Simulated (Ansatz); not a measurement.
**H₇NOSi₂ (SMILES N[SiH](O)[SiH3]): density, localisation and related maps**

Input

```
crystal:
  periodic: [false, false, false]
  atoms:
    - {symbol: N, position_ang: [0.428641, 1.109578, 1.294791]}
    - {symbol: Si, position_ang: [0.573869, -0.246086, 0.264591]}
    - {symbol: O, position_ang: [0.159983, -1.697794, 0.939514]}
    - {symbol: Si, position_ang: [-0.878956, -0.056683, -1.558301]}
    - {symbol: H, position_ang: [1.222064, 1.558471, 1.717520]}
    - {symbol: H, position_ang: [-0.447680, 1.469781, 1.631067]}
    - {symbol: H, position_ang: [2.014393, -0.244912, -0.120560]}
    - {symbol: H, position_ang: [0.623188, -1.959370, 1.737623]}
    - {symbol: H, position_ang: [-0.443939, 1.064054, -2.437055]}
    - {symbol: H, position_ang: [-0.929497, -1.301347, -2.371323]}
    - {symbol: H, position_ang: [-2.256768, 0.247303, -1.077365]}
basis:
  gaussian: {orbitals: def2-TZVPP}
hamiltonian: {xc: pbe0, dispersion: d4}
output: {orbitals: {seedname: orbitals}}
```

Launched as:

```sh
ansatz run in.yaml --threads 4 --pin off --events-out ev --progress --plain --max-ram 10444MiB
```

Geometry: PBE0-D4/def2-TZVP.

Level of theory: Ansatz 0.2.0, RKS PBE0-D4/def2-TZVPP.

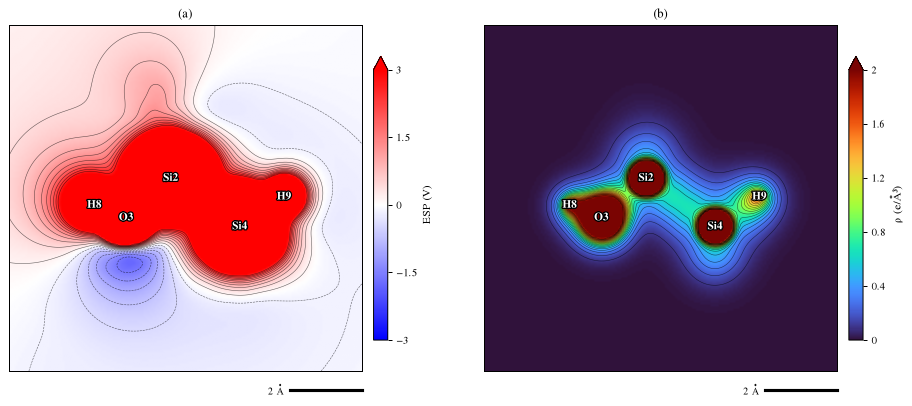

Figure 1. (a) molecular electrostatic potential; (b) electron density on the plane of atoms Si2, O3 and H8.

> Read the bonding off the picture.

- The plane passes through Si, O and H nuclei.
- Si–O (1.65 Å): ρ at the midpoint is about 1.2 e/Å³.
- Si–Si (2.34 Å): ρ at the midpoint is about 0.66 e/Å³.
- O–H (0.96 Å): ρ is about 3.8 e/Å³ halfway.
- Si–H (1.49 Å): the density is about 0.79 e/Å³ at the midpoint.
- Outside the dense part of the molecule the potential is most negative (−1.8 V) near O3.

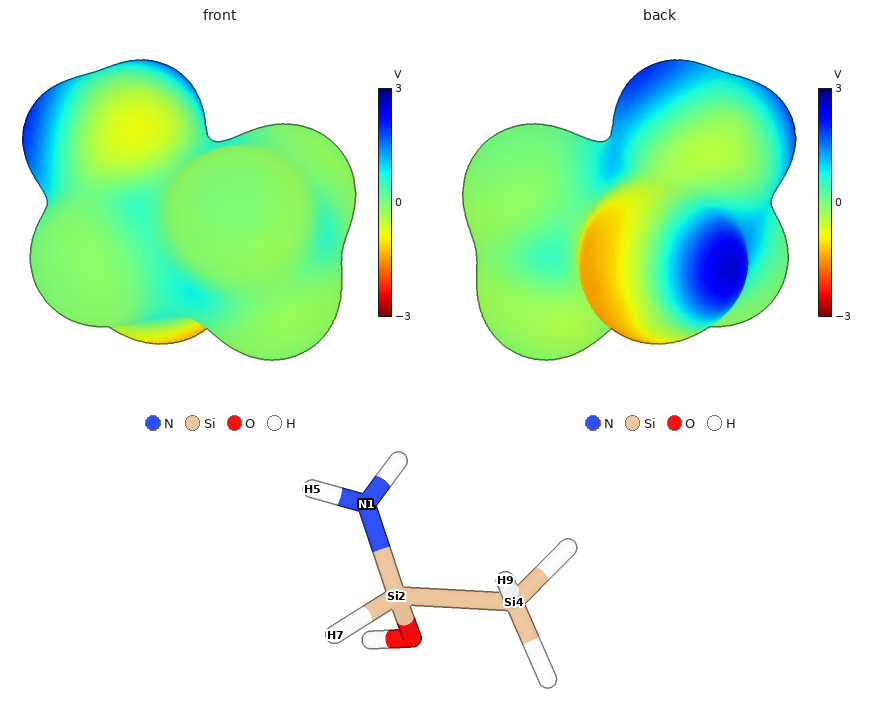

Figure 2. The electrostatic potential painted on the density surface at 0.002 e/bohr³, seen from the front and from behind; red is negative and blue positive. The bare structure is drawn below in the same view.

> Which sites attract a positive test charge, and which a negative one?

A positive charge is drawn to the negative regions and a negative charge to the positive ones. The most negative region (about −1.4 V) lies over O3, the most positive (about +2.5 V) over H8. O3 is the likeliest acceptor of a hydrogen bond.

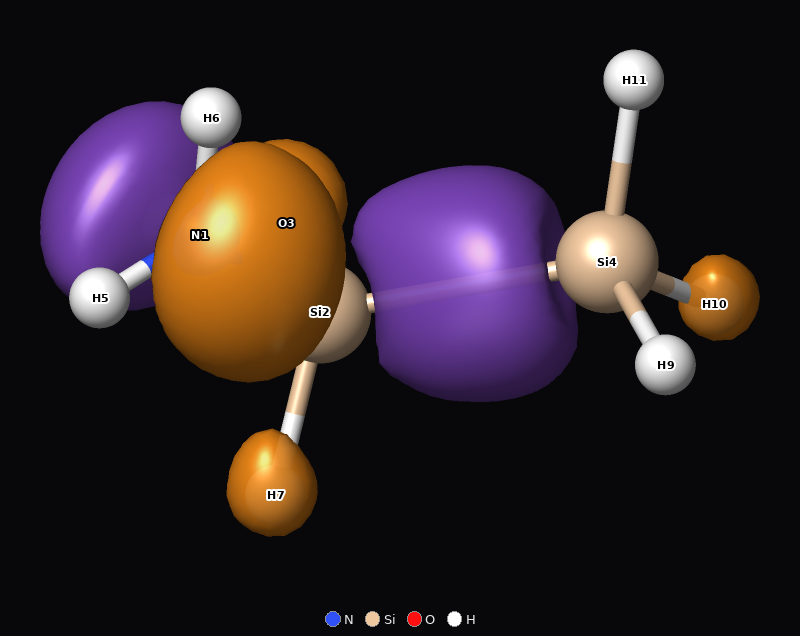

Figure 3. The HOMO at ±0.15 Å⁻³ᐟ² (orange and purple are the two phases), seen from one side.

> Where does this orbital lie, and at what energy?

Its weight (Hirshfeld) is mainly on N1 (about 45 %), Si2 (about 20 %), Si4 (about 15 %) and O3 (about 5 %). Its energy is −7.42 eV.
